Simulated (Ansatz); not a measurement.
Cl2H3NOSi···HF

The calculation's input:

```
crystal:
  periodic: [false, false, false]
  atoms:
    - { symbol: Si, position_ang: [0.415777, 0.358724, -0.38422] }
    - { symbol: F, position_ang: [-1.105728, 0.192154, 1.968618] }
    - { symbol: Cl, position_ang: [1.716193, 0.102442, -2.004007] }
    - { symbol: Cl, position_ang: [-1.272512, 1.412805, -1.016311] }
    - { symbol: O, position_ang: [0.115156, -1.201039, 0.12626] }
    - { symbol: H, position_ang: [-0.475792, -1.151908, 0.914433] }
    - { symbol: "N", position_ang: [1.215715, 1.394693, 0.850981] }
    - { symbol: H, position_ang: [2.242299, 1.312593, 0.799732] }
    - { symbol: H, position_ang: [0.981917, 2.387628, 0.692359] }
    - { symbol: H, position_ang: [-0.315224, 0.583807, 2.285854] }
basis:
  gaussian: { orbitals: cc-pVDZ }
hamiltonian:
  xc: pbe
relax:
  f_tol: 0.03
  max_steps: 50
output:
  orbitals: {}
```

Launched as:

```sh
ansatz run input.yaml --threads 4 --pin off --max-ram 5120MiB --backend cpu --events-out ev --progress --plain --runs-dir out
```

The fields are those of the run's last geometry, not of the input's.

All numbers below come from Ansatz, RKS PBE/cc-pVDZ.

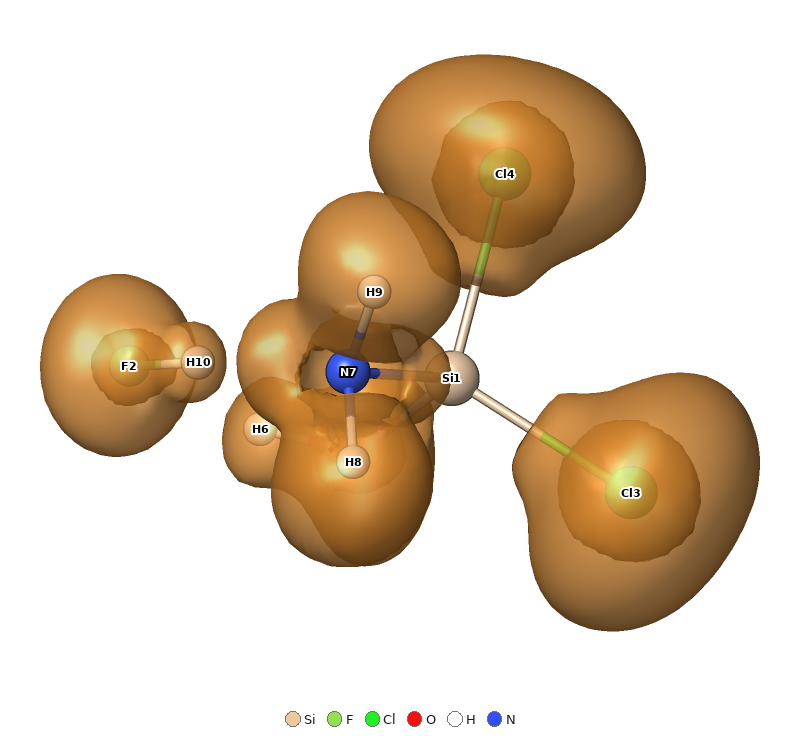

Figure 1. Isosurface of the electron localisation function at 0.75 (orange), seen from one side. Only the valence region is drawn (cores and ρ < 0.01 e/Å³ removed).

> Where are the electrons localised?

The ELF exceeds this value in two regions on Cl in which the atom's valence shell and bonds are merged, one joined region spread over several atoms (F, H), in which their bonds and any lone pairs are merged, one joined region spread over several atoms (H, N), in which their bonds and any lone pairs are merged and one joined region spread over several atoms (H, O), in which their bonds and any lone pairs are merged. Profiles from the grid: N7···H10 (1.64 Å): the ELF dips to about 0.30 between them (a closed-shell contact with the geometry of a hydrogen bond). Si–O (1.66 Å): the ELF peaks at about 0.85 between the atoms: a polar covalent bond.

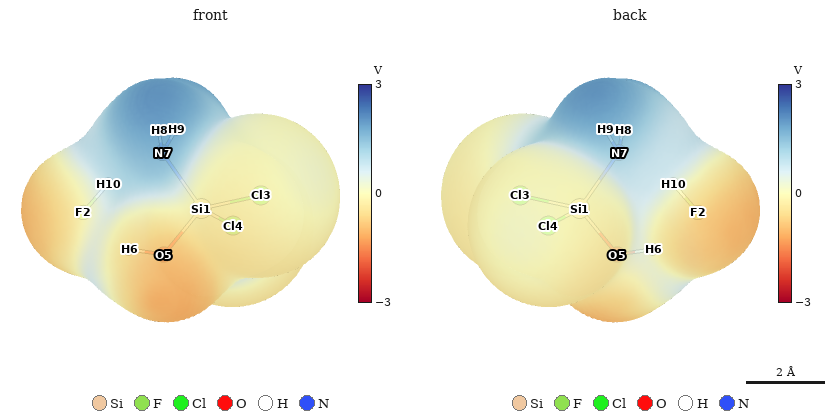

Figure 2. The electrostatic potential painted on the density surface at 0.001 e/bohr³, seen from the front and from behind; red is negative and blue positive.

> Where is the surface potential most negative and most positive?

The most negative region (about −1.1 V) lies over O5, the most positive (about +2.0 V) over H8 and H9. O5 is the likeliest acceptor of a hydrogen bond.

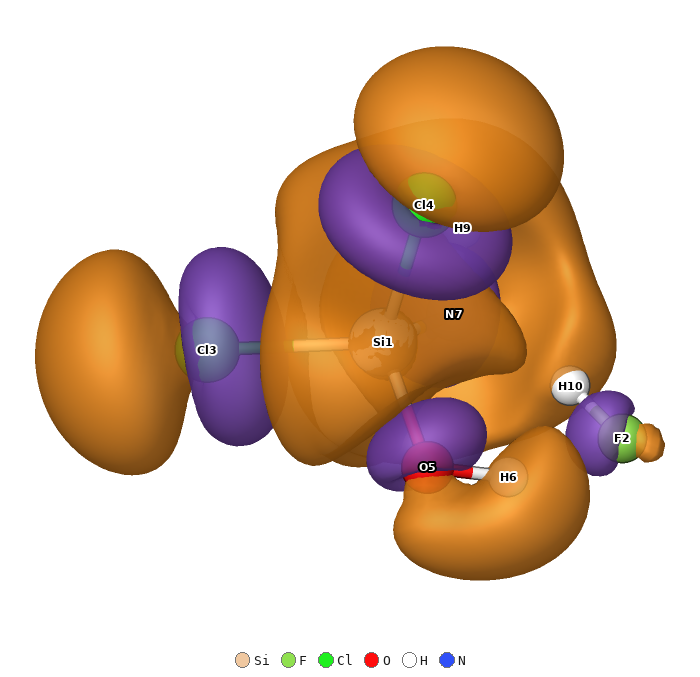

Figure 3. The LUMO at ±0.05 Å⁻³ᐟ² (orange and purple are the two phases), seen at an oblique angle.

> Where does this orbital lie, and at what energy?

Its weight (Hirshfeld) is mainly on Si1 (about 30 %), Cl3 (about 20 %), Cl4 (about 20 %), N7 (about 10 %) and O5 (about 5 %). Its energy is −0.97 eV.
